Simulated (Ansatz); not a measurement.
```csv
atom,x (Å),y (Å),z (Å)
C,-1.1861,-0.0655,1.3787
O,-0.2574,0.9147,0.9998
Si,1.0503,0.0795,0.2736
B,0.7771,-0.2916,-1.5820
O,0.4155,0.7832,-2.5196
H,-2.0933,0.5411,1.8078
H,-0.8289,-0.7203,2.1475
H,-1.5807,-0.5600,0.4758
H,2.2828,0.9470,0.4037
H,1.3569,-1.1773,1.0277
H,0.6907,-1.4186,-1.9424
H,-0.5499,0.9126,-2.4365
```

Theory: Ansatz, SCF PBE, Gaussian basis.

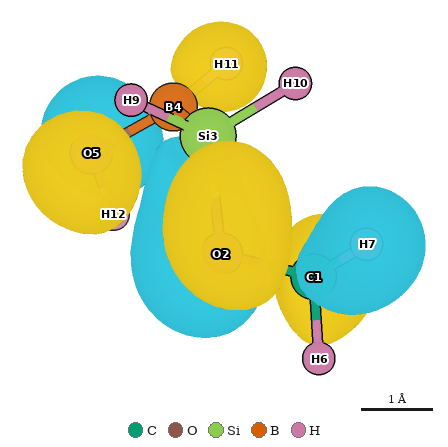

CH7BO2Si (SMILES CO[SiH2]BO). The HOMO−1 at ±0.08 Å⁻³ᐟ² (yellow and cyan are the two phases), seen at an oblique angle.

Question: Where does this orbital lie, and at what energy?

Answer: By Hirshfeld shares it lies mainly on O2 (about 50 %), O5 (about 20 %) and C1 (about 10 %). Its energy is −6.68 eV.
